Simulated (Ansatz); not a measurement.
```xyz
8

Si   -0.4387   -0.7247   -0.6481
O     1.1884    1.0755    0.8447
Cl   -1.3393   -2.1109   -1.8705
Cl   -1.9164    0.1140    0.5065
H     0.1448    0.2941   -1.5337
H     1.0504    0.8710    1.7734
H     0.5012   -1.4695    0.2031
H     0.8096    1.9504    0.7245
```

The product side of a reaction path; geometry: PBE0-D4/def2-TZVP.

Method: Ansatz, RKS PBE0-D4/def2-TZVPP.

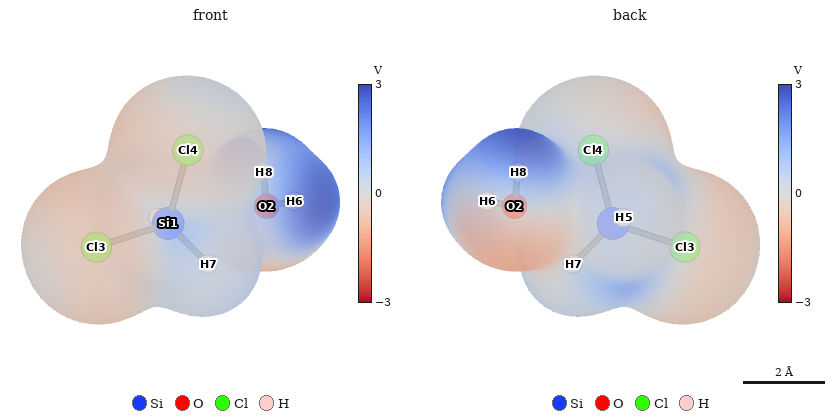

Cl2H2Si···H2O. The electrostatic potential painted on the density surface at 0.002 e/bohr³, seen from the front and from behind; red is negative and blue positive.

**Which sites attract a positive test charge, and which a negative one?**

A positive charge is drawn to the negative regions and a negative charge to the positive ones. The most negative region (about −1.1 V) lies over O2, the most positive (about +2.7 V) over H6 and H8. O2 is the likeliest acceptor of a hydrogen bond.
